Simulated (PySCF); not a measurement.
Cl$_{3}$V (triplet)

Input file:

```
{"job": {"kind": "sp", "xc": "B3LYP", "basis": "ma-def2-SVP", "d3": "d3bj", "grid": 2}, "charge": 0, "multiplicity": 3}
V      0.052490     0.000152    -0.013184
Cl     2.195543    -0.111653    -0.035684
Cl    -1.007152     1.875687     0.080712
Cl    -1.218203    -1.742373    -0.076540
```

Run with:

```sh
OMP_NUM_THREADS=1 python redox_run.py task.json out
```

Geometry: PBE0-D3(BJ)/def2-SVP.

All numbers below come from DFT single point, gas phase, functional B3LYP (PySCF).

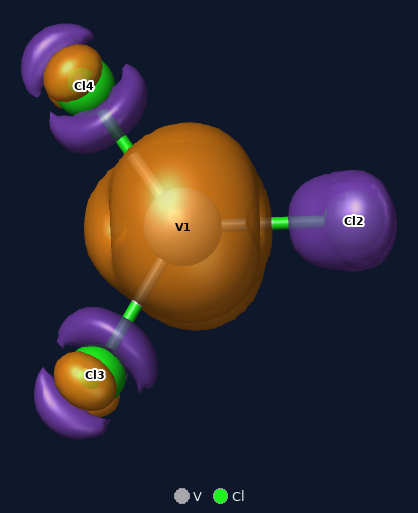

Figure 1. Isosurfaces of the spin density at +0.015 (orange) and −0.015 e/Å³ (purple), seen across its widest extent.

Which atoms carry the spin?

Answer. The unpaired spin (2 electrons) lies mostly on V1 (about 2.0), in electrons by Hirshfeld's partition.

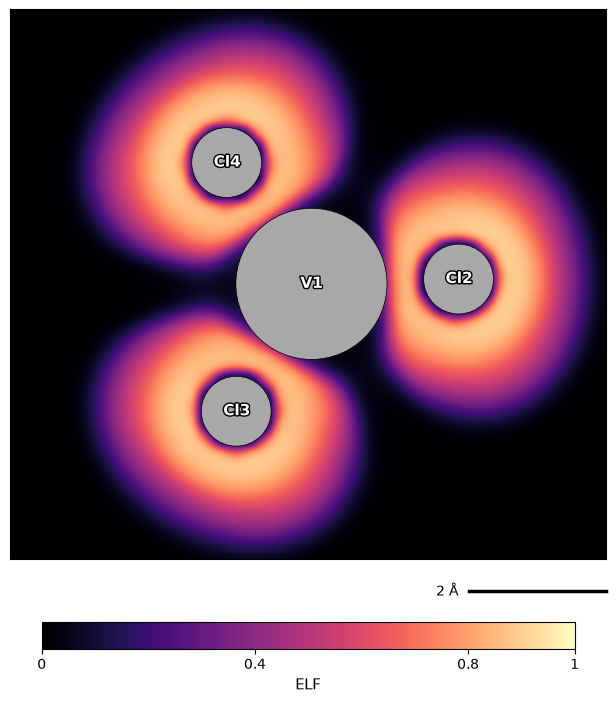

Figure 2. ELF on the molecular plane. Grey discs cover the atomic cores.

Describe what can be read from this map.

Answer. The section cuts through V and Cl sites.
V–Cl (2.15 Å): the ELF peaks at about 0.85 in the valence shell of Cl, 0.8 Å from its nucleus, and is about 0.40 at the midpoint.

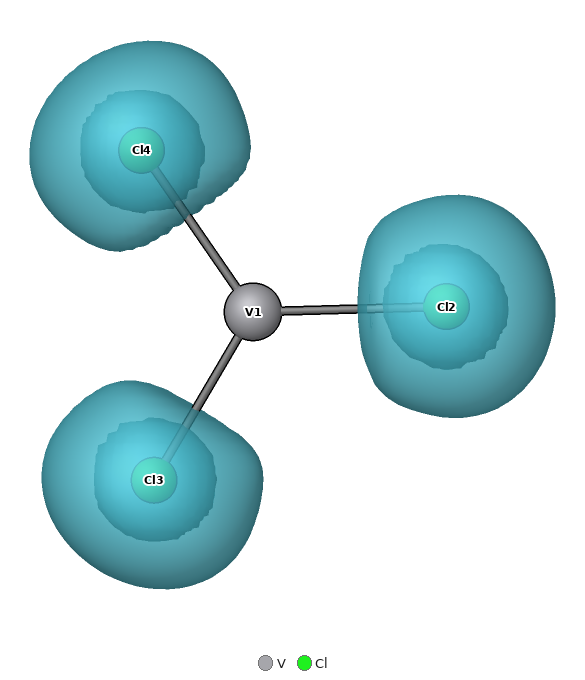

Figure 3. Isosurface of the electron localisation function at 0.75 (cyan), seen across its widest extent. Core shells and regions of very low density are left out.

Describe the localisation domains.

Answer. At this value the surface marks out three regions wrapped around Cl (the valence shell of each).
